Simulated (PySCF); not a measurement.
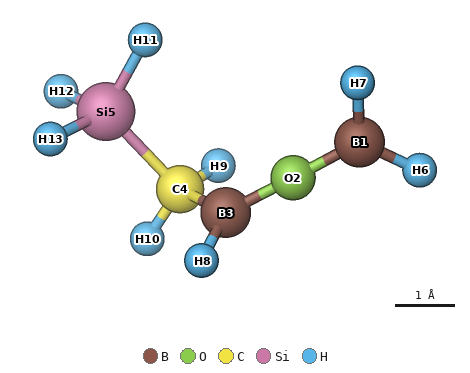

Fig. 1: The input geometry of the first run (ball-and-stick view, seen at a tilt; atoms are numbered from 1 in the order of the input). Bond lengths as drawn: B–C 1.56 Å, B–H 1.21 Å, B–O 1.33 to 1.34 Å, C–H 1.10 Å, C–Si 1.89 Å and H–Si 1.49 Å.

## CH8B2OSi: one change and its effect

System: CH8B2OSi, SMILES BOBC[SiH3].
Method of the first run: GIAO PBE0/STO-3G NMR shielding, non-relativistic, gas phase (PySCF 2.14.0).

The geometry comes from this level: PBE0-D3(BJ)/def2-SVP. Text and figures count atoms from 1; the logs count them from 0 in places.

**Input file, the first run**
```
{"job": {"kind": "nmr", "xc": "PBE0", "basis": "STO-3G", "pop": true}, "charge": 0, "multiplicity": 1}
B      2.474595     1.137933     0.647321
O      1.465434     0.269966     0.613450
B      0.434017    -0.589122     0.560309
C     -0.631521    -0.486410    -0.572721
Si    -2.092533     0.580608    -0.021772
H      3.508777     0.849385     0.087092
H      2.322332     2.185865     1.234707
H      0.355804    -1.407570     1.451720
H     -0.225328    -0.026644    -1.488928
H     -1.049296    -1.476848    -0.816303
H     -1.635933     1.972560     0.276420
H     -3.124901     0.638514    -1.101478
H     -2.724161     0.016134     1.209754
```

The first line tells a small driver script what to run in PySCF; the rest is the geometry in Å.

Launched with:
```bash
OMP_NUM_THREADS=1 python <driver script> task.json out
```

Hardware: 1 CPU thread, shared host.

**Output (the first run)**
```
coarse grid: 10928 points
cycle   1  E = -451.5817892152  dE =  5.666e-02  |g| = 5.013e-01  |ddm| = 4.106e+00
cycle   2  E = -451.4404765208  dE =  1.413e-01  |g| = 9.428e-01  |ddm| = 1.558e+00
cycle   3  E = -451.6634081290  dE = -2.229e-01  |g| = 7.810e-02  |ddm| = 9.234e-01
cycle   4  E = -451.6651396095  dE = -1.731e-03  |g| = 2.267e-02  |ddm| = 1.249e-01
cycle   5  E = -451.6652809573  dE = -1.413e-04  |g| = 3.148e-03  |ddm| = 2.866e-02
cycle   6  E = -451.6652847730  dE = -3.816e-06  |g| = 4.173e-04  |ddm| = 5.627e-03
final grid: 99736 points
cycle   7  E = -451.6378249199  dE = -6.592e-07  |g| = 7.968e-03  |ddm| = 1.757e-02
cycle   8  E = -451.6378052960  dE =  1.962e-05  |g| = 1.174e-02  |ddm| = 2.149e-02
cycle   9  E = -451.6378430253  dE = -3.773e-05  |g| = 5.200e-04  |ddm| = 1.268e-02
cycle  10  E = -451.6378431167  dE = -9.143e-08  |g| = 1.088e-04  |ddm| = 8.434e-04
cycle  11  E = -451.6378431200  dE = -3.305e-09  |g| = 2.586e-05  |ddm| = 1.407e-04
cycle  12  E = -451.6378431202  dE = -1.818e-10  |g| = 3.028e-06  |ddm| = 3.209e-05
converged SCF energy = -451.6378431202

GIAO shielding tensors (ppm)
atom      isotropic    diamagn.    paramagn.     s11        s22        s33       span
  0 B       88.655     199.677    -111.022     55.329     77.236    133.401     78.072
  1 O      156.957     385.817    -228.860    -59.986    240.257    290.602    350.588
  2 B       85.336     200.979    -115.643     37.043     90.089    128.878     91.835
  3 C      235.149     247.231     -12.082    225.378    232.279    247.791     22.413
  4 Si     583.039     868.643    -285.605    561.608    565.732    621.776     60.168
  5 H       27.547      30.529      -2.982     27.208     27.303     28.129      0.921
  6 H       27.560      31.339      -3.779     27.044     27.231     28.404      1.359
  7 H       27.470      31.850      -4.380     24.994     26.373     31.042      6.047
  8 H       32.335      32.656      -0.322     27.235     29.142     40.627     13.392
  9 H       31.971      31.077       0.894     26.996     28.556     40.360     13.364
 10 H       30.982      32.137      -1.155     26.919     29.096     36.932     10.014
 11 H       30.742      29.934       0.808     27.278     27.839     37.110      9.832
 12 H       30.831      30.887      -0.056     27.091     28.411     36.991      9.899
```

The input of the second run differs as follows (lines with − go, lines with + come):
```diff
-"basis": "STO-3G"
+"basis": "6-31G"
```

How does the second run compare with the first run?

The total energy of the second run is 3347.3 kcal/mol lower, which measures the change of basis and not a stability. The HOMO goes from −6.38 to −8.34 eV. The LUMO goes from 2.82 to −0.27 eV. The dipole moment goes from 0.94 to 0.87 D. Of all shieldings, the largest change is that of O2, by −134.6 ppm. The number of SCF iterations is the same. The basis functions go from 37 to 65.

**Output (the second run)**
```
coarse grid: 10928 points
cycle   1  E = -456.9402910566  dE =  2.658e-01  |g| = 5.981e-01  |ddm| = 3.040e+00
cycle   2  E = -456.8034247744  dE =  1.369e-01  |g| = 1.022e+00  |ddm| = 1.123e+00
cycle   3  E = -457.0138230489  dE = -2.104e-01  |g| = 1.002e-01  |ddm| = 7.645e-01
cycle   4  E = -457.0158431320  dE = -2.020e-03  |g| = 3.586e-02  |ddm| = 1.074e-01
cycle   5  E = -457.0161800042  dE = -3.369e-04  |g| = 4.389e-03  |ddm| = 3.822e-02
cycle   6  E = -457.0161870705  dE = -7.066e-06  |g| = 9.604e-04  |ddm| = 7.289e-03
final grid: 99736 points
cycle   7  E = -456.9720299054  dE = -5.042e-06  |g| = 7.070e-03  |ddm| = 1.416e-02
cycle   8  E = -456.9720170880  dE =  1.282e-05  |g| = 1.082e-02  |ddm| = 1.360e-02
cycle   9  E = -456.9720416237  dE = -2.454e-05  |g| = 1.053e-03  |ddm| = 8.036e-03
cycle  10  E = -456.9720419022  dE = -2.785e-07  |g| = 2.046e-04  |ddm| = 1.160e-03
cycle  11  E = -456.9720419122  dE = -1.000e-08  |g| = 3.451e-05  |ddm| = 1.827e-04
cycle  12  E = -456.9720419125  dE = -2.979e-10  |g| = 5.124e-06  |ddm| = 5.022e-05
converged SCF energy = -456.9720419125

GIAO shielding tensors (ppm)
atom      isotropic    diamagn.    paramagn.     s11        s22        s33       span
  0 B       75.263     194.964    -119.701     30.038     77.231    118.519     88.481
  1 O       22.398     400.884    -378.486   -105.292     50.924    121.562    226.854
  2 B       74.185     194.209    -120.024     21.883     85.666    115.006     93.124
  3 C      193.523     254.109     -60.586    179.642    189.450    211.478     31.836
  4 Si     497.150     881.450    -384.300    473.134    489.091    529.226     56.092
  5 H       26.189      29.154      -2.965     25.778     26.048     26.742      0.964
  6 H       26.173      29.648      -3.475     25.604     25.997     26.918      1.314
  7 H       26.173      29.378      -3.205     23.711     25.162     29.647      5.936
  8 H       32.094      31.925       0.168     27.602     29.602     39.077     11.475
  9 H       31.805      30.892       0.913     27.232     29.154     39.029     11.797
 10 H       28.927      29.584      -0.658     25.072     27.462     34.246      9.174
 11 H       28.817      29.016      -0.199     25.616     26.427     34.409      8.793
 12 H       28.811      29.058      -0.247     25.494     26.813     34.125      8.631
```

**The two runs side by side**

| quantity | the first run | the second run |
| --- | --- | --- |
| outcome | converged | converged |
| total energy (hartree) | −451.637843 | −456.972042 |
| HOMO (eV) | −6.38 | −8.34 |
| LUMO (eV) | 2.82 | −0.27 |
| dipole moment (D) | 0.94 | 0.87 |
| shielding of B1 (ppm) | 88.7 | 75.3 |
| shielding of O2 (ppm) | 157.0 | 22.4 |
| shielding of B3 (ppm) | 85.3 | 74.2 |
| shielding of C4 (ppm) | 235.1 | 193.5 |
| shielding of Si5 (ppm) | 583.0 | 497.2 |
| shielding of H11 (ppm) | 31.0 | 28.9 |
| shielding of H13 (ppm) | 30.8 | 28.8 |
| SCF iterations | 12 | 12 |
| basis functions | 37 | 65 |
| wall time (shared host) | 2.4 s | 4.4 s |
